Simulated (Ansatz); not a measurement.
# Calculations on C3H6

### Relaxation

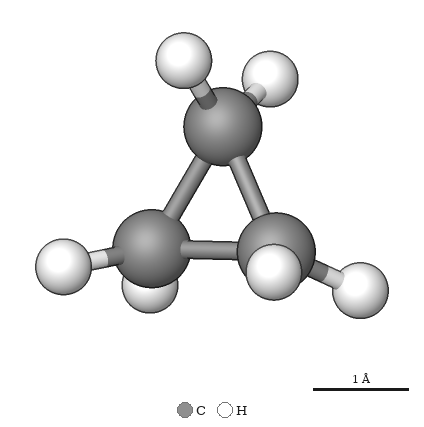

This is the input geometry for a relaxation of C₃H₆. The picture is a ball-and-stick view, seen at a tilt.

Method: RKS PBE0-D4/def2-TZVP (Ansatz 0.2.0).

Input file:
```yaml
crystal:
  periodic: [false, false, false]
  atoms:
    - {symbol: C, position_ang: [-0.522668, 0.019323, -0.692212]}
    - {symbol: C, position_ang: [0.738721, 0.473942, 0.004003]}
    - {symbol: C, position_ang: [-0.186568, -0.508737, 0.682598]}
    - {symbol: H, position_ang: [-1.353522, 0.736585, -0.786016]}
    - {symbol: H, position_ang: [-0.427581, -0.663845, -1.551286]}
    - {symbol: H, position_ang: [0.778679, 1.504768, 0.390387]}
    - {symbol: H, position_ang: [1.705278, 0.104538, -0.373912]}
    - {symbol: H, position_ang: [0.141841, -1.556313, 0.772176]}
    - {symbol: H, position_ang: [-0.785581, -0.156559, 1.537363]}
basis:
  gaussian: {orbitals: def2-TZVP}
hamiltonian: {xc: pbe0, dispersion: d4}
relax: {f_tol: 0.005, max_steps: 200}
```

**Predict the outcome.**

The largest moves after the best rigid fit, 0.026 Å, are those of H4, H5, H6, H7 and H9. By element the largest moves are H 0.026 Å, C 0.008 Å. Among the contacts that change: C1–H4 1.102 → 1.083 Å, C1–C2 1.511 → 1.497 Å. Over 3 geometry steps the energy falls by 4.32 kJ/mol. Largest force component: 0.59 eV/Å at the start, 0.001 eV/Å at the end.

History of the run:

```json
{"step": "0", "E − E(0), kJ/mol": "0.00", "largest force component, eV/Å": "0.5948"}
{"step": "1", "E − E(0), kJ/mol": "-3.93", "largest force component, eV/Å": "0.1666"}
{"step": "2", "E − E(0), kJ/mol": "-4.32", "largest force component, eV/Å": "0.0090"}
{"step": "3", "E − E(0), kJ/mol": "-4.32", "largest force component, eV/Å": "0.0010"}
```

Final geometry:

```xyz
9

C    -0.5179    0.0193   -0.6860
C     0.7321    0.4696    0.0039
C    -0.1847   -0.5043    0.6764
H    -1.3334    0.7262   -0.7738
H    -0.4198   -0.6544   -1.5280
H     0.7661    1.4827    0.3849
H     1.6798    0.1020   -0.3691
H     0.1400   -1.5339    0.7603
H    -0.7737   -0.1534    1.5145
```

### Relaxation

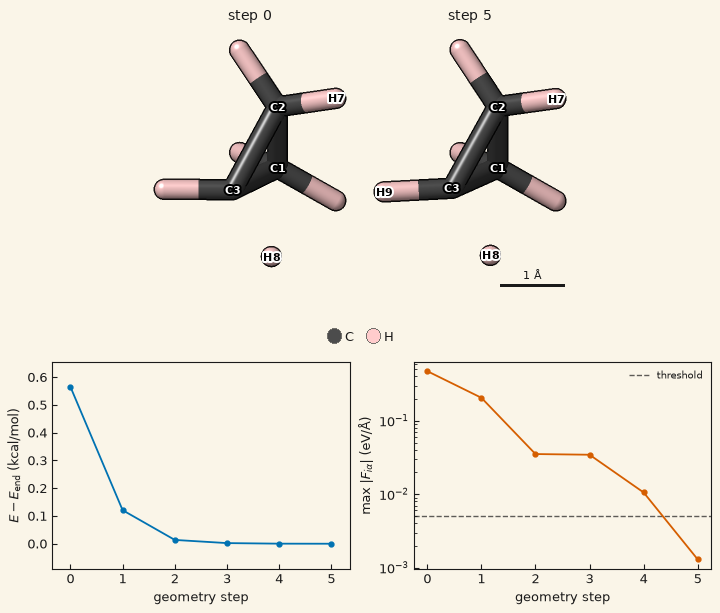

First and last geometry of a constrained relaxation of C₃H₆, with the history of the run. A stick model, seen from a free direction.

Method: RKS PBE0-D4/def2-TZVP in Ansatz.

Input
```yaml
crystal:
  periodic: [false, false, false]
  atoms:
    - {symbol: C, position_ang: [-0.517886, 0.019268, -0.685966]}
    - {symbol: C, position_ang: [0.732078, 0.469627, 0.003934]}
    - {symbol: C, position_ang: [-0.184666, -0.504328, 0.676392]}
    - {symbol: H, position_ang: [-1.333372, 0.726231, -0.773794]}
    - {symbol: H, position_ang: [-0.419802, -0.654442, -1.527997]}
    - {symbol: H, position_ang: [0.766123, 1.482662, 0.384892]}
    - {symbol: H, position_ang: [1.679807, 0.101970, -0.369115]}
    - {symbol: H, position_ang: [0.269896, -1.945799, 0.793836]}
    - {symbol: H, position_ang: [-0.773698, -0.153357, 1.514475]}
basis:
  gaussian: {orbitals: def2-TZVP}
hamiltonian: {xc: pbe0, dispersion: d4}
relax: {f_tol: 0.005, max_steps: 200, constraints: [{distance: [2, 7]}]}
```

Q: Read the history and describe the run.

A: It converged. After 5 geometry steps the energy has fallen by 0.57 kcal/mol. Largest force component: 0.47 eV/Å at the start, 0.0013 eV/Å at the end. The largest move after the best rigid fit is that of H9, 0.053 Å. Largest moves by element: H 0.053 Å, C 0.030 Å. Some distances before and after: C1–C3 1.497 → 1.484 Å, C1–C2 1.497 → 1.506 Å. Among the angles between lasting bonds that change: C1–C3–H9 118.0° → 122.2°. The run took about 13 core-seconds on a shared host.

```csv
step,"E − E(0), kcal/mol","largest force component, eV/Å"
0,0.00,0.4722
1,-0.44,0.2050
2,-0.55,0.0352
3,-0.56,0.0344
4,-0.56,0.0105
5,-0.57,0.0013
```

### Scan

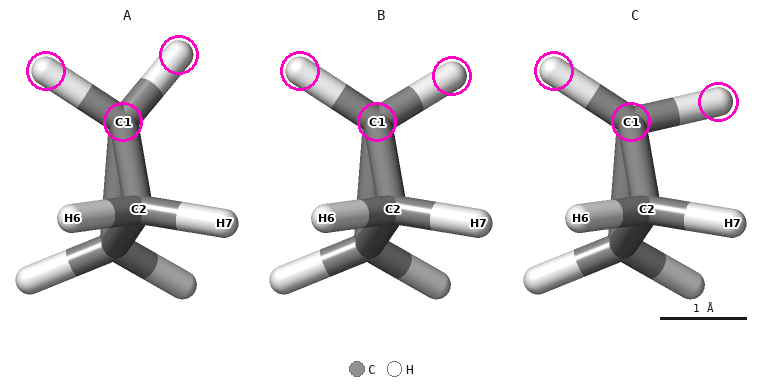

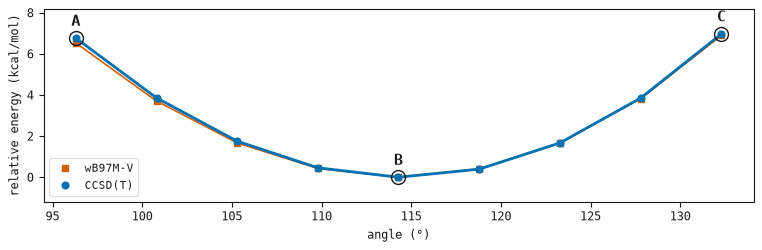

Energy scan for C₃H₆, in which one H–C–H angle is varied, with the rest of the molecule carried along rigidly. The lettered frames are marked on the plot, at the values of CCSD(T). Style: stick. Shown onto the plane of the angle, with a slight tilt. The ringed atoms are those of the scanned coordinate.

Single-point energies from Ansatz with CCSD(T), wB97M-V in the def2-TZVPP basis, on geometries moved rigidly from the minimum at PBE0-D4/def2-TZVP. Coupled cluster with a frozen core. Energies are counted from the PBE0-D4/def2-TZVP minimum geometry at the same level.

What does the scan show?

Answer. With CCSD(T): the lowest computed point lies at the angle 114.3° (0.00 kcal/mol). At the ends of the scan the energy is 6.76 kcal/mol (96.3°) and 6.97 kcal/mol (132.3°). The curvature at the lowest point is about 6 eV/rad². At 132.3° the levels give wB97M-V 6.90 kcal/mol, CCSD(T) 6.97 kcal/mol.

The computed points:

Energies in kcal/mol.

| angle (°) | CCSD(T) | wB97M-V |
| --- | --- | --- |
| 96.3 | 6.76 | 6.53 |
| 100.8 | 3.86 | 3.71 |
| 105.3 | 1.75 | 1.67 |
| 109.8 | 0.46 | 0.43 |
| 114.3 | 0.00 | 0.00 |
| 118.8 | 0.40 | 0.41 |
| 123.3 | 1.67 | 1.67 |
| 127.8 | 3.85 | 3.82 |
| 132.3 | 6.97 | 6.90 |
